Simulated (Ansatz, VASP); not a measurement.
# Cross-check of Ge (Germanium) between VASP and Ansatz, part 2 of 2

Aim: how closely do two programs agree when they are given the same cell, functional and k mesh? The cell is taken from a series of VASP runs on this material, whose earlier steps may have relaxed, scaled or displaced it; both programs get it as it stands. Valence electrons are named where the data sets of a main pair hold unlike numbers.

VASP 6.6.1 and Ansatz 0.2.0.

So far. Step 4 (Comparison): The walks stopped with -0.05 GPa left in Ansatz and 0.04 GPa in VASP; each walk ends within a tolerance, so the volume difference is uncertain by about these residues over the bulk modulus, most in soft cells.

### Step 6. VASP: band structure, HSE06, spin-orbit coupling

Level of this step: HSE06, spin-orbit coupling; plane waves and PAW (Ge_d) (VASP).

The same cell, functional, mesh and smearing now go to VASP, with its own data sets.

The run reads the wave functions of an earlier VASP run, which isn't shown here.

The input, INCAR:

```
SYSTEM = Ge
PREC = Accurate
ENCUT = 360
EDIFF = 1E-06
NELM = 100
ISMEAR = 0
SIGMA = 0.03
LREAL = .FALSE.
ALGO = Normal
LHFCALC = .TRUE.
AEXX = 0.25
GGA = PE
HFSCREEN = 0.2
LASPH = .TRUE.
LNONCOLLINEAR = .TRUE.
MAGMOM = 0 0 0 0 0 0
NBANDS = 40
GGA_COMPAT = .FALSE.
LSORBIT = .TRUE.
PRECFOCK = Fast
LORBIT = 11
LWAVE = .FALSE.
LCHARG = .FALSE.
KPAR = 8
```

The input, POSCAR:

```
Ge
1.0
    0.0000000000      2.8289100000      2.8289100000
    2.8289100000      0.0000000000      2.8289100000
    2.8289100000      2.8289100000      0.0000000000
Ge
2
Direct
    0.7500000000      0.7500000000      0.7500000000
    0.5000000000      0.5000000000      0.5000000000
```

The input, KPOINTS:

```
Automatic mesh
0
Gamma
5 5 5
0 0 0
```

The input, KPOINTS_OPT:

```
Line mode
10
Line-mode
Reciprocal
  0.00000000   0.00000000   0.00000000 GAMMA
  0.50000000   0.00000000   0.50000000 X

  0.50000000   0.00000000   0.50000000 X
  0.50000000   0.25000000   0.75000000 W

  0.50000000   0.25000000   0.75000000 W
  0.37500000   0.37500000   0.75000000 K

  0.37500000   0.37500000   0.75000000 K
  0.00000000   0.00000000   0.00000000 GAMMA

  0.00000000   0.00000000   0.00000000 GAMMA
  0.50000000   0.50000000   0.50000000 L

  0.50000000   0.50000000   0.50000000 L
  0.62500000   0.25000000   0.62500000 U

  0.62500000   0.25000000   0.62500000 U
  0.50000000   0.25000000   0.75000000 W

  0.50000000   0.25000000   0.75000000 W
  0.50000000   0.50000000   0.50000000 L

  0.50000000   0.50000000   0.50000000 L
  0.37500000   0.37500000   0.75000000 K

  0.62500000   0.25000000   0.62500000 U
  0.50000000   0.00000000   0.50000000 X
```

PAW data sets: Ge_d (PBE family, release 64).

Started as:

```bash
$ mpirun -np 8 vasp_ncl
```

Numbers of over 12 decimals in the logs are rounded to 6 here.

Output:

```text
[banner, memory and clock lines left out]
running    8 mpi-ranks, on    1 nodes
[...]
[... a notice as in an earlier step ...]

 LDA part: xc-table for (Slater+PW92), standard interpolation
 found WAVECAR, reading the header
 POSCAR, INCAR and KPOINTS ok, starting setup
[...]
reading WAVECAR
 the WAVECAR file was read successfully
 initial charge from wavefunction
 entering main loop
       N       E                     dE             d eps       ncg     rms          rms(c)
DAV:   1    -0.106519546530E+02   -0.10652E+02   -0.19306E+00  1064   0.252E+01    0.135E+00
DAV:   2    -0.106502682801E+02    0.16864E-02   -0.77707E-02   976   0.355E+00    0.981E-01
DAV:   3    -0.106466722417E+02    0.35960E-02   -0.11785E-02  1088   0.192E+00    0.661E-01
DAV:   4    -0.106461920076E+02    0.48023E-03   -0.16163E-03   912   0.651E-01    0.408E-01
[...]
DAV:   9    -0.106459343925E+02    0.38183E-05   -0.86438E-07   712   0.710E-03    0.302E-02
DAV:  10    -0.106459321875E+02    0.22050E-05   -0.33048E-07   616   0.524E-03    0.177E-02
DAV:  11    -0.106459313676E+02    0.81992E-06   -0.15614E-07   520   0.344E-03
   1 F= -.10645931E+02 E0= -.10645931E+02  d E =-.721742E-23  mag=     0.0000    -0.0000    -0.0000
 Start KPOINTS_OPT (optional k-point list driver)
k-point batch [1-10\100]
       N       E                     dE             ncg
DAV:   1    -0.193624283431E+04   -0.56301E+04     1016
DAV:   2    -0.421877180701E+04   -0.22825E+04      800
DAV:   3    -0.465057328484E+04   -0.43180E+03      888
DAV:   4    -0.467674319194E+04   -0.26170E+02      944
[...]
DAV:   8    -0.467728315750E+04   -0.25839E-04      976
DAV:   9    -0.467728315864E+04   -0.11468E-05      776
DAV:  10    -0.467728315873E+04   -0.84322E-07      592
[...]
k-point batch [91-100\100]
       N       E                     dE             ncg
DAV:   1    -0.200580713676E+04   -0.10189E+05     1008
DAV:   2    -0.432945605196E+04   -0.23236E+04      800
DAV:   3    -0.475668419289E+04   -0.42723E+03      904
DAV:   4    -0.478175545511E+04   -0.25071E+02      920
[...]
DAV:   8    -0.478231631567E+04   -0.23638E-04      952
DAV:   9    -0.478231631674E+04   -0.10691E-05      736
DAV:  10    -0.478231631684E+04   -0.10049E-06      568
```

From OUTCAR (step 6):

```text
 POSITION                                       TOTAL-FORCE (eV/Angst)
 -----------------------------------------------------------------------------------
      4.24336      4.24336      4.24336        -0.000000     -0.000000     -0.000000
      2.82891      2.82891      2.82891         0.000000      0.000000      0.000000
 -----------------------------------------------------------------------------------
    total drift:                                0.000000      0.000002      0.000000

  FREE ENERGIE OF THE ION-ELECTRON SYSTEM (eV)
  ---------------------------------------------------
  free  energy   TOTEN  =       -10.6459313676 eV

  energy  without entropy=      -10.6459313676  energy(sigma->0) =      -10.64593137

 magnetization (x)
# of ion       s       p       d       tot
------------------------------------------
    1        0.000   0.000  -0.000   0.000
    2        0.000  -0.000  -0.000  -0.000
--------------------------------------------------
tot          0.000  -0.000  -0.000  -0.000

 magnetization (y)
# of ion       s       p       d       tot
------------------------------------------
    1        0.000  -0.000   0.000  -0.000
    2        0.000  -0.000   0.000  -0.000
--------------------------------------------------
tot          0.000  -0.000   0.000  -0.000

 magnetization (z)
# of ion       s       p       d       tot
------------------------------------------
    1        0.000   0.000   0.000   0.000
    2       -0.000  -0.000   0.000  -0.000
--------------------------------------------------
tot         -0.000   0.000   0.000  -0.000

[... 3 further parts left out ...]
[key lines of the parts left out:]
E-fermi :   4.9744
```

The k-mesh is coarse for exact exchange; levels may shift by about 0.1 eV on a finer one. The PAW data sets were made with PBE, which is usual practice but a small mismatch for other functionals.

### Step 7. Side by side

What differs besides the data sets and the points named for the pairs above, as far as they apply: spin-orbit coupling enters by fully relativistic files in Ansatz and inside the spheres in VASP; exact exchange at q = 0 is treated differently, which shows on coarse meshes; VASP keeps PBE cores, Ansatz makes them for the functional; the cutoff is 420 eV in Ansatz and 360 eV in VASP; VASP takes a coarser grid for exact exchange (PRECFOCK = Fast). Total energies have different zeros and are not compared.

Compared:

```csv
quantity,Ansatz,VASP,difference
gap over the path points (eV),0.738,0.748,-0.011
```

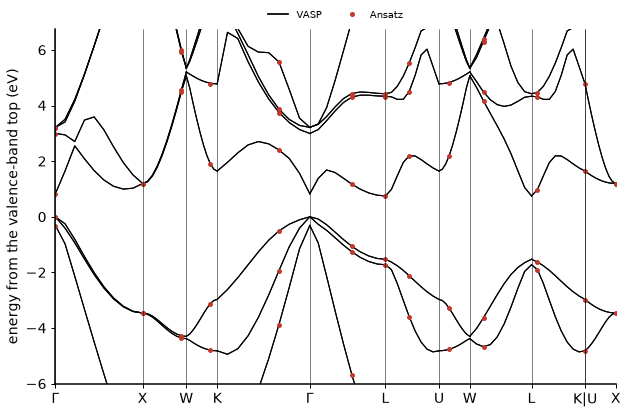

Bands from VASP (lines) and levels from Ansatz (dots). Dots without a line are higher empty bands that the VASP plot leaves out.

Levels at points of the path, from each program's valence-band top (eV; 6 filled, then empty):

```csv
k (reciprocal lattice),Ansatz,VASP
0.000 0.000 0.000,-0.32 -0.32 0.00 0.00 0.00 0.00 0.81 0.81 2.98 2.98 3.20 3.20,-0.31 -0.31 0.00 0.00 0.00 0.00 0.82 0.82 3.00 3.00 3.21 3.21
0.500 0.000 0.500,-9.81 -9.81 -3.46 -3.46 -3.46 -3.46 1.19 1.19 1.19 1.19 10.70 10.70,-9.81 -9.81 -3.46 -3.46 -3.46 -3.46 1.20 1.20 1.20 1.20 10.72 10.72
0.500 0.222 0.722,-9.69 -9.69 -4.37 -4.37 -4.28 -4.28 4.50 4.50 4.57 4.57 5.93 5.93,-9.69 -9.69 -4.36 -4.36 -4.28 -4.28 4.51 4.51 4.58 4.58 5.94 5.94
0.403 0.347 0.750,-9.17 -9.17 -4.80 -4.80 -3.13 -3.13 1.89 1.89 4.79 4.79 7.78 7.78,-9.17 -9.17 -4.79 -4.79 -3.12 -3.12 1.90 1.90 4.80 4.80 7.80 7.80
0.125 0.125 0.250,-3.88 -3.88 -1.94 -1.94 -0.51 -0.51 2.39 2.39 3.74 3.74 3.86 3.86,-3.88 -3.88 -1.94 -1.94 -0.51 -0.51 2.40 2.40 3.75 3.75 3.87 3.87
0.278 0.278 0.278,-5.68 -5.68 -1.27 -1.27 -1.06 -1.06 1.16 1.16 4.29 4.29 4.42 4.42,-5.68 -5.68 -1.26 -1.26 -1.06 -1.06 1.17 1.17 4.30 4.30 4.43 4.43
0.500 0.500 0.500,-8.40 -8.40 -1.73 -1.73 -1.53 -1.53 0.74 0.74 4.32 4.32 4.41 4.41,-8.40 -8.40 -1.73 -1.73 -1.53 -1.53 0.75 0.75 4.33 4.33 4.42 4.42
0.556 0.389 0.556,-8.38 -8.38 -3.60 -3.60 -2.12 -2.12 2.18 2.18 4.49 4.49 5.51 5.51,-8.38 -8.38 -3.59 -3.59 -2.12 -2.12 2.19 2.19 4.50 4.50 5.53 5.53
0.583 0.250 0.667,-9.20 -9.20 -4.77 -4.77 -3.29 -3.29 2.19 2.19 4.82 4.82 7.41 7.41,-9.19 -9.19 -4.76 -4.76 -3.29 -3.29 2.20 2.20 4.83 4.83 7.42 7.42
0.500 0.306 0.694,-8.95 -8.95 -4.68 -4.68 -3.63 -3.63 4.15 4.15 4.47 4.47 6.30 6.30,-8.95 -8.95 -4.67 -4.67 -3.63 -3.63 4.17 4.17 4.49 4.49 6.31 6.31
```

Among the levels compared at these points, filled levels agree within 6 meV and empty ones within 19 meV.

### Step 8. Summary of results

```
difference in volume (relaxation of cell and atoms, LDA)                                             : 0.55 %
largest difference of a filled level at the path points (band structure, HSE06, spin-orbit coupling) : 6.2 meV
```

The difference in volume is 0.55 % (relaxation of cell and atoms, LDA), within the 1.2 % picked in this series as the mark of a large difference, as far as the stopping tolerances let one tell. Such differences can come from data sets, numerical settings and the points named under the comparisons, not from the functional's error against experiment.

[Lines on the potential files, build, host, timing and source positions are cut from VASP's logs without a mark.]

[Logs are printed without paths, hosts, clocks, repeated set-up lines and the standing remarks that a program may print on its own settings, such as how far it seeks lower states.]

[Hosts, paths, dates, database ids (printed as entryN), source tags and the programs' standing remarks are cut or masked in the printed files.]
